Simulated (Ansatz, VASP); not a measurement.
# Cross-check of Bi (Bismuth) between VASP and Ansatz

Wanted: the spread between two codes on one cell, functional and k mesh.

Calculated with Ansatz 0.2.0; plane waves, with VASP 6.6.1 beside it; relaxation of cell and atoms at BLYP with D3(BJ).

The database entry behind the starting cell lists a temperature near 78 K, so it need not match the best structure at ambient conditions.

### Step 1. The structure

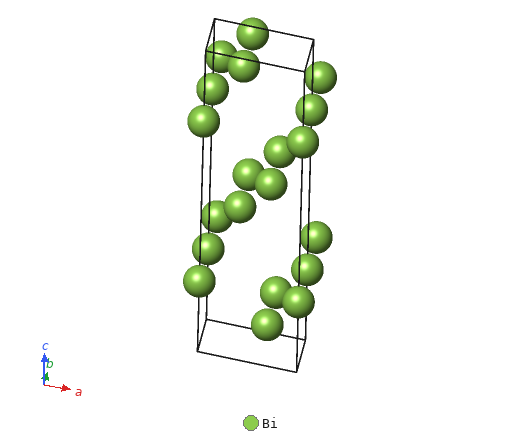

The cell as given, slightly off an axis (bismuth green). 1×2×1 cells are drawn. This picture shows the conventional cell, with its axes. Some periodic images of atoms are drawn too.

### Step 2. Ansatz: relaxation of cell and atoms, BLYP with D3(BJ)

Ansatz runs on its default PAW (the set named soft_2) files.

The relaxed volume is the usual yardstick between codes: its relative difference is about their pressure difference at one cell divided by the bulk modulus.

input.yaml

```yaml
crystal:
  lattice:
    - [2.2675, 1.3091417354, 3.938]
    - [-2.2675, 1.3091417354, 3.938]
    - [0.0, -2.6182834708, 3.938]
  atoms:
    - { symbol: Bi, position: [0.234, 0.234, 0.234] }
    - { symbol: Bi, position: [0.766, 0.766, 0.766] }
hamiltonian:
  xc: blyp
  pseudopotentials: { kind: paw }
  dispersion: d3bj
kpoints:
  mp_grid: { grid: [7, 7, 7] }
scf:
  occupations: { method: fermi_dirac, width: 0.05 }
relax:
  f_tol: 0.01
  max_steps: 60
  cell: { stress_tol: 0.05 }
output:
  forces: true
  stress: true
```

The run is started by

```sh
> ansatz run input.yaml --threads 4 --pin off --max-ram 9216MiB --backend cpu --events-out ev --progress --plain --runs-dir out
```

Numbers of over 12 decimals in the logs are rounded to 6 here.

The log of the run:

```text
Engine: ansatz 0.2.0, aarch64-unknown-linux-gnu
Pseudopotentials: kind: paw
Pseudopotential: Bi, paw, valence charge 15, recommended cutoff 420 eV (normal), Bi.paw.azcp
Functional definition: BLYP
  parameter beta = 0.0042
  parameter a = 0.04918
  parameter b = 0.132
  parameter c = 0.2533
  parameter d = 0.349
  exchange = b88_x(beta = beta)
  correlation = lyp_c(a = a, b = b, c = c, d = d)
Crystal: 2 atoms, lattice volume = 70.139 Å³
Basis set: ecut = 420 eV, 1369 PW (Γ), exchange–correlation on 64×64×64 points (8 copies of the dense FFT grid, shifted against one another)
Bands: 19, of which v1, the nominal top of the filled ones, is band 15 counted from 1 (14 counted from 0)
Symmetry: 12 space group operations
Space group: R-3m (ITA 166), of the structure as read, at distance tolerance 4.1e-5 Å
k-points: 44 of 343
Non-local potential: Bi, projectors of the file, l = 0: 2, l = 1: 2, l = 2: 2, l = 3: 2
PAW form: soft (Blöchl's): semilocal exchange-correlation on the pseudo side does not see the compensation charge
PAW frozen core: Bi, regenerated for the run's functional, and the local potential with it (the file was generated under x = pbe(κ = 0.804, μ = 0.219515), c = pbe(β = 0.066725))
PAW one-centre angular grid: Bi, 590 points (default); XC on 64 Gauss nodes
Initial density: superposition of atomic densities (neutral atoms: chi_scale 0, normalization atom), corrected by the library's trained network
Initial wavefunctions: pseudopotential atomic-orbital guess
Functional: x = b88, c = lyp
SCF iter   1: F=—  HF=-24852.760564 eV  |F-HF|=—  |Δ(HF+E_count)|=         —  Δρ=4.62e-3  dr2=1.25e-2  ethr=1.77e-3  ⟨swp⟩=6.3  Hψ=4296  notcnv=0
preconditioner: auto → none  [insulator: Δε(μ)=0.280 eV  Ē_g=20.411 eV  σ=0.050 eV  W_gap=0.88  n_scr=14 (ndim 8)  ℏωp=24.3 eV  f_vac=0.003  D(μ)=0.09/eV (n_scr^D=0)  ε∞_Penn≈2.4]
SCF iter   2: F=—  HF=-24852.758015 eV  |F-HF|=—  |Δ(HF+E_count)|=   2.55e-3  Δρ=2.04e-3  dr2=2.34e-3  ethr=4.18e-5  ⟨swp⟩=1.4  Hψ=1280  notcnv=0
SCF iter   3: F=—  HF=-24852.757858 eV  |F-HF|=—  |Δ(HF+E_count)|=   1.56e-4  Δρ=4.13e-4  dr2=1.97e-4  ethr=7.79e-6  ⟨swp⟩=3.0  Hψ=1496  notcnv=0
SCF iter   4: F=—  HF=-24852.757794 eV  |F-HF|=—  |Δ(HF+E_count)|=   6.42e-5  Δρ=1.17e-4  dr2=3.99e-6  ethr=6.57e-7  ⟨swp⟩=2.0  Hψ=1496  notcnv=0
SCF iter   5: F=—  HF=-24852.757804 eV  |F-HF|=—  |Δ(HF+E_count)|=   1.02e-5  Δρ=4.02e-5  dr2=1.02e-6  ethr=1.33e-8  ⟨swp⟩=2.0  Hψ=1498  notcnv=0
SCF iter   6: F=-24852.757804 eV  HF=-24852.757804 eV  |F-HF|=6.19e-8  |Δ(HF+E_count)|=   5.11e-7  Δρ=1.00e-5  dr2=7.40e-8  ethr=3.33e-10  ⟨swp⟩=4.0  Hψ=3966  notcnv=0
SCF 1 converged in 6 iterations: F = -24852.757804 eV  dr2 = 7.40e-8
  greatest PAW one-centre occupation: 0.988 electrons in one spin orbital (limit 2), on the Bi atom at site 1 (counted from 0), in its partial waves of l = 2
relax step   1: F+E_penalty+E_count = -24852.75780355 eV  Δ(F+E_penalty+E_count) = +0.000e0 eV  max|allowed force component| = 2.019e-1 eV/Å  Δτ_max = 0.0000 Å  P = +0.091 GPa  Ω = 70.139 Å³  (6 SCF iters, dr2 threshold 1.00e-7 eV, accepted)
[...]
relax step   2: F+E_penalty+E_count = -24852.76222201 eV  Δ(F+E_penalty+E_count) = -4.418e-3 eV  max|allowed force component| = 7.762e-2 eV/Å  Δτ_max = 0.0345 Å  P = -0.484 GPa  Ω = 70.010 Å³  energy of the carried Pulay correction = +2.960e-5 eV  (6 SCF iters, dr2 threshold 2.00e-7 eV, accepted)
[...]
relax step   3: F+E_penalty+E_count = -24852.76456435 eV  Δ(F+E_penalty+E_count) = -2.342e-3 eV  max|allowed force component| = 8.765e-3 eV/Å  Δτ_max = 0.0041 Å  P = -0.116 GPa  Ω = 69.541 Å³  energy of the carried Pulay correction = +1.375e-4 eV  (6 SCF iters, dr2 threshold 2.00e-7 eV, accepted)
[...]
relax step   4: F+E_penalty+E_count = -24852.76509169 eV  Δ(F+E_penalty+E_count) = -5.273e-4 eV  max|allowed force component| = 2.123e-2 eV/Å  Δτ_max = 0.0052 Å  P = -0.065 GPa  Ω = 69.298 Å³  energy of the carried Pulay correction = +1.938e-4 eV  (6 SCF iters, dr2 threshold 2.00e-7 eV, accepted)
[...]
relax step   5: F+E_penalty+E_count = -24852.76516501 eV  Δ(F+E_penalty+E_count) = -7.331e-5 eV  max|allowed force component| = 4.175e-3 eV/Å  Δτ_max = 0.0029 Å  P = +0.006 GPa  Ω = 69.260 Å³  energy of the carried Pulay correction = +2.025e-4 eV  (6 SCF iters, dr2 threshold 2.82e-8 eV, accepted)
[...]
relax step   6: F+E_penalty+E_count = -24852.76496376 eV  Δ(F+E_penalty+E_count) = +2.012e-4 eV  max|allowed force component| = 4.133e-3 eV/Å  Δτ_max = 0.0000 Å  P = +0.007 GPa  Ω = 69.260 Å³  stress off target by 1.12e-2 GPa  SCF on the basis re-selected at this cell (its energy is not comparable with the rows above)  (8 SCF iters)
basis re-selected at this cell: Δ(F+E_penalty+E_count) = +2.012e-4 eV, ΔP = +0.001 GPa vs the last step (what re-selecting the basis moved, of the pressure what is left beyond the Pulay correction that the steps carried, after the strain that the cell walked since its last selection, with what the two solves' SCF thresholds leave and, on support functions, any second-order correction that the steps lacked; it is no m [...]
SCF converged after 8 iterations
Free energy (F): -24852.764964 eV
Harris-Foulkes:  -24852.764964 eV  (|F-HF|=3.64e-12)
Internal energy: -24852.764267 eV  (E = F + TS)
E sigma→0 (E₀):  -24852.764615 eV
Entropy (-TS):   -0.000697 eV (-0.348 meV/atom)
Fermi energy:    10.333262 eV
--- Per-component energies (eV) ---
  E_band       = -197.633415
  E_kinetic    = 608.135023
  E_local      = -3078.433214  (includes V_loc(G=0)·N_el)
  E_nonlocal   = 1111.520092
  E_hartree    = 1004.831898
  E_xc         = -298.536933
  E_vxc        = -283.612281  (∫ρ·V_xc dr)
  E_paw        = -21387.312081  (= ΣΔE_a)
  E_vpaw       = -564.905799  (= ΣTr[D̂ρ^β])
  E_aug_tail   = -0.001031  (compensation charges beyond the density's cutoff)
  E_ewald      = -2810.566304
  E_disp       = -2.231949  (pairwise vdW)
  E_core_change = -0.169766  (= ΣΔE_core)
  E_smearing   = -0.000697  (= −TS)
  E_closure    = -0.000000  (closes the sum)
  Σ components = -24852.764964   (vs F -24852.764964, Δ=0.00e0)
--- Forces (eV/Å), atoms counted from 1 ---
  atom   1  Bi     0.00000000    -0.00000000     0.00413348
  atom   2  Bi    -0.00000000     0.00000000    -0.00413348
  max |Σ_I F_I| component: 2.31e-17 eV/Å
--- Stress (GPa, compression-positive) ---
        0.004622       0.000000      -0.000000
        0.000000       0.004622       0.000000
       -0.000000       0.000000       0.011235
  P = ⅓ Tr σ = 0.0068 GPa (0.068 kbar)
--- Relaxed structure (5 steps of the walk, 5 accepted, 1 SCFs on fresh bases) ---
  F+E_penalty+E_count = -24852.76496376 eV   max|allowed force component| = 4.133e-3 eV/Å   (the final SCF, on the basis selected at the relaxed cell)
  cell:  # Å, volume = 69.2601 Å³
    - [2.273852, 1.312809, 3.866947]
    - [-2.273852, 1.312809, 3.866947]
    - [0, -2.625618, 3.866947]
  atoms:
    - { symbol: Bi, position: [0.236771, 0.236771, 0.236771] }
    - { symbol: Bi, position: [0.763229, 0.763229, 0.763229] }
```

Run time: 5.2 s. Hardware: 4 threads of Arm Neoverse V2, shared host; peak memory 0.38 GiB; 18 s of CPU time.

### Step 3. VASP: relaxation of cell and atoms, BLYP with D3(BJ)

The same cell, functional (in two slightly different forms), mesh and smearing now go to VASP, with its own data sets and cutoff.

Lines of VASP's logs that name or quote its potential files are left out, and so is its time.

INCAR

```
SYSTEM = Bi
PREC = Accurate
ENCUT = 520
EDIFF = 1E-06
NELM = 100
ISMEAR = -1
SIGMA = 0.05
LREAL = .FALSE.
ALGO = Normal
GGA = B5
ALDAX = 1
AGGAX = 1
AGGAC = 1
ALDAC = 0
IVDW = 12
VDW_S6 = 1
VDW_S8 = 2.6996
VDW_A1 = 0.4298
VDW_A2 = 4.2359
NBANDS = 21
LORBIT = 11
LWAVE = .FALSE.
LCHARG = .FALSE.
KPAR = 2
IBRION = 2
NSW = 60
ISIF = 3
EDIFFG = -0.01
```

POSCAR

```
Bi
1.0
    2.2675000000      1.3091417354      3.9380000000
   -2.2675000000      1.3091417354      3.9380000000
    0.0000000000     -2.6182834708      3.9380000000
Bi
2
Direct
    0.2340000000      0.2340000000      0.2340000000
    0.7660000000      0.7660000000      0.7660000000
```

KPOINTS

```
Automatic mesh
0
Gamma
7 7 7
0 0 0
```

PAW data sets: Bi_d (PBE family, release 64).

The run is started by

```sh
> mpirun -np 2 vasp_std
```

The log of the run:

```text
[banner, memory and clock lines left out]
running    2 mpi-ranks, on    1 nodes
 distrk:  each k-point on    1 cores,    2 groups
 distr:  one band on    1 cores,    1 groups

 POSCAR found type information on POSCAR Bi
 POSCAR found :  1 types and       2 ions
|                                                                             |
|               ----> ADVICE to this user running VASP <----                  |
|                                                                             |
|     You enforced a specific xc type in the INCAR file but a different       |
|     [... a line on the potential file left out ...]
|     I HOPE YOU KNOW WHAT YOU ARE DOING!                                     |
|                                                                             |

 LDA part: xc-table for (Slater(with rela. corr.)+VWN5), standard interpolation
 POSCAR, INCAR and KPOINTS ok, starting setup
 FFT: planning ... GRIDC
 FFT: planning ... GRID_SOFT
 FFT: planning ... GRID
 WAVECAR not read
 entering main loop
       N       E                     dE             d eps       ncg     rms          rms(c)
DAV:   1     0.308518764370E+03    0.30852E+03   -0.16344E+04  1848   0.171E+03
DAV:   2     0.197232853983E+02   -0.28880E+03   -0.28250E+03  1868   0.447E+02
DAV:   3    -0.549500312931E+01   -0.25218E+02   -0.24859E+02  2208   0.149E+02
DAV:   4    -0.638264582555E+01   -0.88764E+00   -0.88714E+00  2226   0.307E+01
DAV:   5    -0.642297610195E+01   -0.40330E-01   -0.40329E-01  2631   0.589E+00    0.145E+00
DAV:   6    -0.640099659204E+01    0.21980E-01   -0.48462E-02  2442   0.285E+00    0.766E-01
DAV:   7    -0.639701295764E+01    0.39836E-02   -0.27899E-02  2520   0.219E+00    0.182E-01
DAV:   8    -0.639741413331E+01   -0.40118E-03   -0.31121E-03  2058   0.598E-01    0.260E-02
DAV:   9    -0.639744886731E+01   -0.34734E-04   -0.13424E-04  2495   0.100E-01    0.938E-03
DAV:  10    -0.639745176945E+01   -0.29021E-05   -0.10612E-05  1859   0.259E-02    0.332E-03
DAV:  11    -0.639745243791E+01   -0.66846E-06   -0.15214E-06  1728   0.105E-02
   1 F= -.85999629E+01 E0= -.85994772E+01  d E =-.859996E+01
[... from here on, the cycles between the ionic steps are left out ...]
   2 F= -.86036827E+01 E0= -.86032073E+01  d E =-.371983E-02
   3 F= -.86039761E+01 E0= -.86035032E+01  d E =-.401322E-02
   4 F= -.86067377E+01 E0= -.86063068E+01  d E =-.276163E-02
   5 F= -.86078630E+01 E0= -.86074724E+01  d E =-.388693E-02
   6 F= -.86080828E+01 E0= -.86077132E+01  d E =-.219788E-03
   7 F= -.86081184E+01 E0= -.86077641E+01  d E =-.255327E-03
   8 F= -.86081220E+01 E0= -.86077657E+01  d E =-.258974E-03
   9 F= -.86081156E+01 E0= -.86077529E+01  d E =-.252580E-03
  10 F= -.86081224E+01 E0= -.86077636E+01  d E =-.259381E-03
  11 F= -.86081231E+01 E0= -.86077655E+01  d E =-.260018E-03
 curvature:  -0.88 expect dE=-0.995E-04 dE for cont linesearch -0.103E-06
 trial: gam= 0.36046 g(F)=  0.395E-04 g(S)=  0.732E-04 ort =-0.825E-05 (trialstep = 0.109E+01)
 search vector abs. value=  0.183E-03
 bond charge predicted
       N       E                     dE             d eps       ncg     rms          rms(c)
DAV:   1    -0.637961937414E+01    0.21457E-02   -0.60496E-02  2138   0.281E+00    0.213E-01
DAV:   2    -0.637837804917E+01    0.12413E-02   -0.30287E-03  2108   0.880E-01    0.111E-01
DAV:   3    -0.637794951569E+01    0.42853E-03   -0.12682E-03  2485   0.560E-01    0.247E-02
DAV:   4    -0.637795372364E+01   -0.42079E-05   -0.19395E-04  2136   0.157E-01    0.821E-03
DAV:   5    -0.637795312915E+01    0.59449E-06   -0.11761E-05  2551   0.505E-02    0.312E-03
DAV:   6    -0.637795291704E+01    0.21211E-06   -0.18164E-06  1082   0.248E-02
  12 F= -.86081787E+01 E0= -.86078388E+01  d E =-.556205E-04
 trial-energy change:   -0.000056  1 .order   -0.000053   -0.000119    0.000013
 step:   0.9763(harm=  0.9763)  dis= 0.00017  next Energy=    -8.608177 (dE=-0.535E-04)
 reached required accuracy - stopping structural energy minimisation
```

OUTCAR, selected parts (step 3):

```text
ion  position               nearest neighbor table
   1  0.234  0.234  0.234-   2 3.06   2 3.06   2 3.06   2 3.52   2 3.52   2 3.52
   2  0.766  0.766  0.766-   1 3.06   1 3.06   1 3.06   1 3.52   1 3.52   1 3.52

  LATTYP: Found a trigonal (rhomboedric) cell.
 ALAT       =     4.7289800521
 COS(alpha) =     0.5401781303

 Subroutine GETGRP returns: Found 12 space group operations
 (whereof 12 operations were pure point group operations)

The static configuration has the point symmetry D_3d.

 Found     44 irreducible k-points:

   k-points           NKPTS =     44   k-points in BZ     NKDIM =     44   number of bands    NBANDS=     21

   dimension x,y,z NGX =    36 NGY =   36 NGZ =   36
   dimension x,y,z NGXF=    72 NGYF=   72 NGZF=   72

   ENCUT  =  520.0 eV  38.22 Ry    6.18 a.u.   8.79  8.79  8.79*2*pi/ulx,y,z

   NELECT =      30.0000    total number of electrons

 k-points in reciprocal lattice and weights: Automatic mesh
   0.00000000  0.00000000  0.00000000       0.003
   0.14285714  0.00000000  0.00000000       0.017
   0.28571429  0.00000000  0.00000000       0.017
   0.42857143 -0.00000000  0.00000000       0.017
   0.14285714  0.14285714  0.00000000       0.017
   0.28571429  0.14285714  0.00000000       0.035
   0.42857143  0.14285714  0.00000000       0.035
  -0.42857143  0.14285714 -0.00000000       0.035
  -0.28571429  0.14285714  0.00000000       0.035
[...]
0.42857143  0.42857143  0.42857143       0.006
  -0.42857143  0.42857143  0.42857143       0.017

 Edisp (eV)   -2.22636

 average (electrostatic) potential at core
       1-104.3503       2-104.3503

 E-fermi :   6.9384

 k-point     1 :       0.0000    0.0000    0.0000
  band No.  band energies     occupation
    ...
     11      -6.1808      2.00000
     12      -0.5381      2.00000
     13       5.5083      2.00000
     14       5.6754      2.00000
     15       5.6754      2.00000
     16       9.6964      0.00000
     17       9.9714      0.00000
     18       9.9714      0.00000
     19      12.7591      0.00000
     20      12.8647      0.00000
    ...

 k-point     2 :       0.1429    0.0000    0.0000
  band No.  band energies     occupation
    ...
     11      -5.9901      2.00000
     12      -0.9875      2.00000
     13       5.5863      2.00000
     14       5.6996      2.00000
     15       5.7702      2.00000
     16       9.1454      0.00000
     17       9.3433      0.00000
     18       9.4726      0.00000
     19      12.3352      0.00000
     20      12.8641      0.00000
    ...

 k-point     3 :       0.2857    0.0000    0.0000
  band No.  band energies     occupation
    ...
     11      -5.4306      2.00000
     12      -2.0602      2.00000
     13       5.7162      2.00000
     14       5.7967      2.00000
     15       6.0548      2.00000
     16       7.9734      0.00000
     17       8.4091      0.00000
     18       8.5381      0.00000
     19      12.8024      0.00000
     20      13.7311      0.00000
    ...

 Edisp (eV)   -2.23023

  Total       0.01341     0.01341     0.01074     0.00000     0.00000     0.00000
  in kB       0.31013     0.31013     0.24836     0.00000     0.00000     0.00000
  external pressure =        0.29 kB  Pullay stress =        0.00 kB

  energy-cutoff  :      520.00
  volume of cell :       69.30
      direct lattice vectors                 reciprocal lattice vectors
     2.275078984  1.313517464  3.865114236     0.219772590  0.126885764  0.086241522
    -2.275078984  1.313517464  3.865114236    -0.219772590  0.126885764  0.086241522
     0.000000000 -2.627034928  3.865114236     0.000000000 -0.253771528  0.086241522

 POSITION                                       TOTAL-FORCE (eV/Angst)
 -----------------------------------------------------------------------------------
      0.00000      0.00000      2.74968         0.000000      0.000000     -0.007687
      0.00000      0.00000      8.84566         0.000000     -0.000000      0.007687
 -----------------------------------------------------------------------------------
    total drift:                               -0.000000     -0.000000      0.000000

  FREE ENERGIE OF THE ION-ELECTRON SYSTEM (eV)
  ---------------------------------------------------
  free  energy   TOTEN  =        -8.6081786806 eV

  energy  without entropy=       -8.6074989585  energy(sigma->0) =       -8.60783882

 reached required accuracy - stopping structural energy minimisation

 total charge
# of ion       s       p       d       tot
------------------------------------------
    1        1.536   1.388   9.918  12.842
    2        1.536   1.388   9.918  12.842
--------------------------------------------------
tot          3.071   2.776  19.836  25.683

[... 3 further parts left out ...]
```

### Step 4. Comparison

Known differences besides the PAW data sets themselves: both relaxations stop at a tolerance, which leaves soft axes loose, and VASP keeps its plane-wave basis; the cutoff is 420 eV in Ansatz and 520 eV in VASP; Ansatz makes its cores anew for this functional, VASP keeps those of its PBE data sets; VASP leaves aspherical gradient terms in its spheres out (LASPH is not set), Ansatz keeps them; VASP's log shows a relativistic correction to its local exchange, Ansatz's none; Ansatz adds a Pulay correction to the stress that steers its cell, VASP none. Total energies have different zeros and are not compared.

Both answers:

```
                                         quantity  Ansatz   VASP  difference
                                      volume (Å³)   69.26  69.30     -0.06 %
edge a after relaxation, in the typed setting (Å)   4.674  4.673     +0.01 %
```

The walks stopped with 0.01 GPa left in Ansatz and 0.03 GPa in VASP; each walk ends within a tolerance, so the volume difference is uncertain by about these residues over the bulk modulus, most in soft cells.

### Step 5. What came out

```yaml
difference_in_volume_relaxation_of_cell_and_atoms_blyp_with_d3_bj: -0.060 %
```

The difference in volume is -0.060 % (relaxation of cell and atoms, BLYP with D3(BJ)), within the 1.2 % picked in this series as the mark of a large difference, as far as the stopping tolerances let one tell. Differences of this kind measure data sets and numerical settings, not the functional's error against experiment.

[Lines on the potential files, build, host, timing and source positions are cut from VASP's logs without a mark.]

[Logs are printed without paths, hosts, clocks, repeated set-up lines and the standing remarks that a program may print on its own settings, such as how far it seeks lower states.]

[Hosts, paths, dates, database ids (printed as entryN), source tags and the programs' standing remarks are cut or masked in the printed files.]
